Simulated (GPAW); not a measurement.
**KTaO3 (Pm-3m): refractive index against wavelength**

The refractive index of KTaO3 (Pm-3m) below the direct gap (2.68 eV on the mesh) is read from one computed spectrum, n = √(Re ε).

Cell: a, b, c = 3.988, 3.988, 3.988 Å (primitive vectors), 5 atoms.

Method: GPAW 26.7.0, LDA, RPA, k-mesh 8×8×8, local fields up to 50 eV, Lorentzian half width 0.15 eV.

Launch of the response step: `OMP_NUM_THREADS=1 python df.py`. The run took 2.9 min, its band step included, on 1 thread of Arm Neoverse V1, with other jobs on the host.

```tsv
wavelength (nm)	photon energy E (eV)	n
3000	0.413	2.2370
2000	0.620	2.2435
1550	0.800	2.2514
1310	0.946	2.2595
1064	1.165	2.2750
850	1.459	?
700	1.771	2.3444
```

In the single-oscillator model n² − 1 = E₀E_d/(E₀² − E²), so 1/(n² − 1) = E₀/E_d − E²/(E₀E_d) is linear in E².

Working, on the rows shown:

| x = E² (eV²) | y = 1/(n² − 1) |
| --- | --- |
| 0.170801 | 0.24974 |
| 0.384302 | 0.247936 |
| 0.639837 | 0.245773 |
| 0.895757 | 0.243585 |
| 1.35784 | 0.239485 |
| 3.13716 | 0.222409 |

Means: x̄ = 1.0976, ȳ = 0.24149. Σ(x − x̄)(y − ȳ) = -0.05406, Σ(x − x̄)² = 5.846. Slope = -0.05406 / 5.846 = -0.009249; intercept = ȳ − slope · x̄ = 0.25164. Turned back into n, the line misses the rows shown by at most 0.0015.

**Question.** Fill in the last column of the withheld row.

**Answer.** At x = 2.1276 the line gives y = 0.23196, that is 2.3046. The run gave 2.3028, so the interpolation is off by 0.0018, 1.7 % of the range in the table.

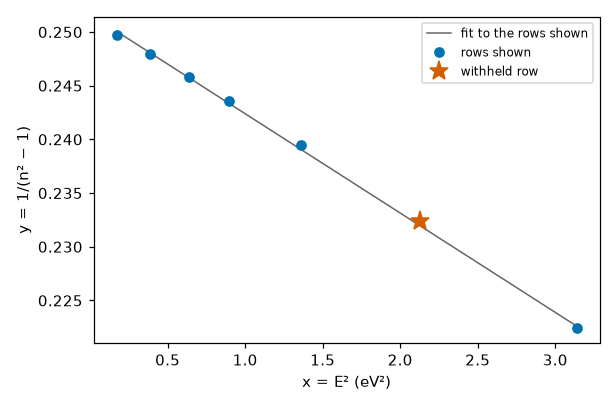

Refitted with all rows, the slope is -0.009191 and the intercept 0.25163. These give E₀ = √(intercept/−slope) = 5.23 eV and E_d = E₀/intercept = 20.8 eV; E₀ is 2.0 times the direct gap. The electronic limit at long wavelengths, without lattice vibrations, is n = √(1 + 1/intercept) = 2.230. Excitons are left out; LDA gaps are as a rule too small. The values come from a sum over the points of one k-mesh and carry its error, which grows as the direct gap shrinks. This version of GPAW has incomplete matrix elements in the optical limit, which can lower ε − 1 by up to a tenth where first-row anions or d states rule. Spin-orbit coupling is left out.

[Logs are printed without paths, hosts, clocks, repeated set-up lines and the standing remarks that a program may print on its own settings, such as how far it seeks lower states.]
